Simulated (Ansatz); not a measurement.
# CHAlN (SMILES N#[C][AlH]) (doublet): what the fields show

```yaml
atoms:
  - { symbol: C, position_ang: [-0.9772, 1.4302, 1.1679] }
  - { symbol: Al, position_ang: [-0.1308, 0.2315, 2.4605] }
  - { symbol: N, position_ang: [-1.5521, 2.1507, 0.4551] }
  - { symbol: H, position_ang: [1.3037, -0.3268, 2.0476] }
```

Geometry: B3LYP-D3(BJ)/def2-SVP.

Method: isolated molecule in a Gaussian basis; Kohn-Sham density functional theory, functional PBE0 (Ansatz).

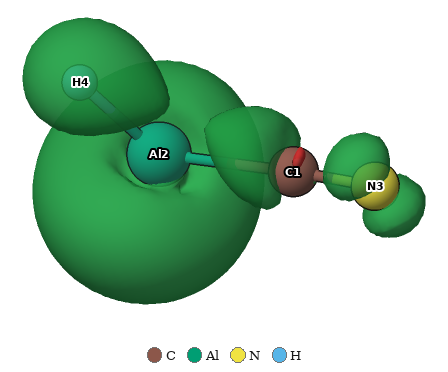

Figure 1. Isosurfaces of the spin density (α minus β) at +0.015 (green) and −0.015 e/Å³ (red), seen at an oblique angle.

### Where is the unpaired spin?

The unpaired spin (1 electron) lies mostly on Al2 (about 0.8) and H4 (about 0.1), in electrons by Hirshfeld's partition.

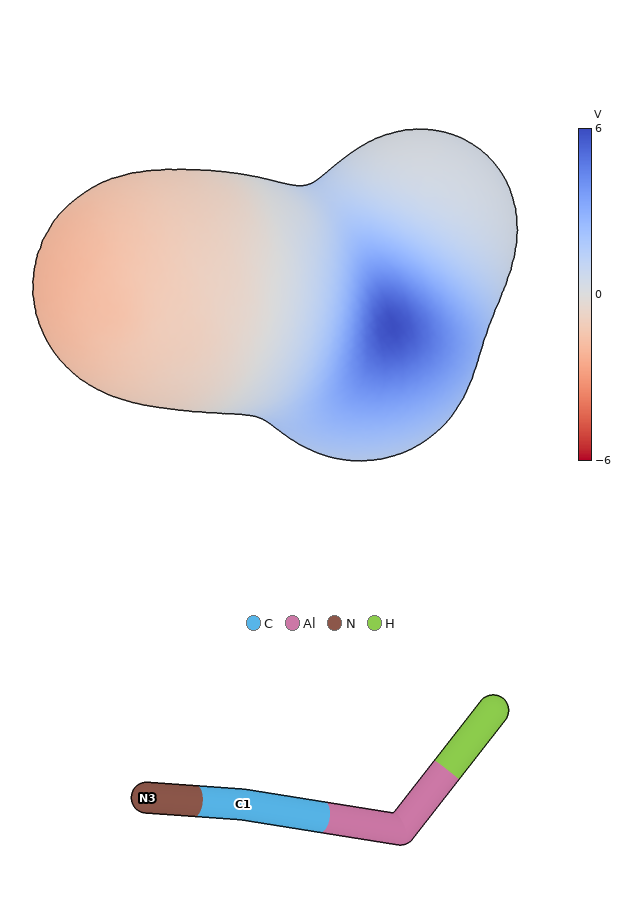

Figure 2. The molecular electrostatic potential painted on the density surface at 0.004 e/bohr³, seen at a tilt; the colour scale runs from red (negative) to blue (positive). The bare structure is drawn below in the same view.

### Which sites attract a positive test charge, and which a negative one?

A positive charge is drawn to the negative regions and a negative charge to the positive ones. The most negative region (about −1.9 V) lies over N3, the most positive (about +5.8 V) over Al2. N3 is the likeliest acceptor of a hydrogen bond.

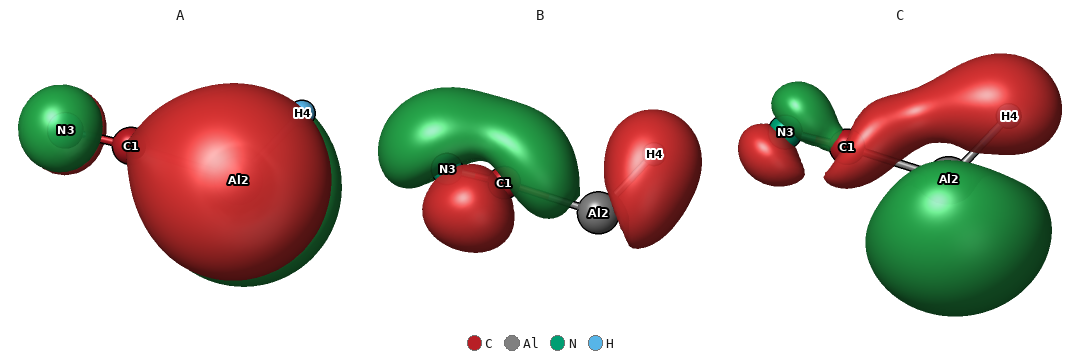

Figure 3. Three frontier orbitals at ±0.08 Å⁻³ᐟ² (green and red are the two phases), in no order.

### Which picture is the HOMO−1, the HOMO and the LUMO? All are α orbitals.

B is the HOMO−1 (α) (−9.76 eV). Its weight (Hirshfeld) is mainly on N3 (about 50 %), C1 (about 30 %), Al2 (about 10 %) and H4 (about 10 %); it is symmetric in the molecular plane (an in-plane orbital: σ, lone-pair or in-plane π type). C is the HOMO (α) (−6.60 eV). By Hirshfeld shares it lies mainly on Al2 (about 80 %), H4 (about 10 %) and C1 (about 5 %); it is symmetric in the molecular plane (an in-plane orbital: σ, lone-pair or in-plane π type). A is the LUMO (α) (−2.89 eV). Its weight (Hirshfeld) is mainly on Al2 (about 80 %), C1 (about 10 %) and N3 (about 10 %); it changes sign across the molecular plane (π type); π-antibonding (a node) across C1–N3.

### What is the gap between the highest occupied and lowest empty α orbitals?

3.71 eV between the orbital energies.

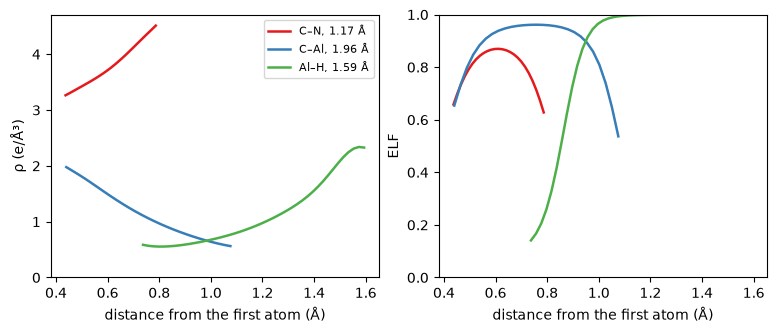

Figure 4. Total electron density and electron localisation function along straight lines between neighbouring atoms. The curves leave out the atomic cores.

### What can be read from the curves?

C–N (1.17 Å): ρ is about 3.7 e/Å³ halfway; the ELF peaks at about 0.85 between the atoms (a multiple bond).
C–Al (1.96 Å): ρ is about 0.67 e/Å³ halfway; the ELF peaks at about 0.95 between the atoms (a shared but strongly polarised pair).
Al–H (1.59 Å): ρ at the midpoint is about 0.55 e/Å³; the ELF climbs to about 1 towards the hydrogen.
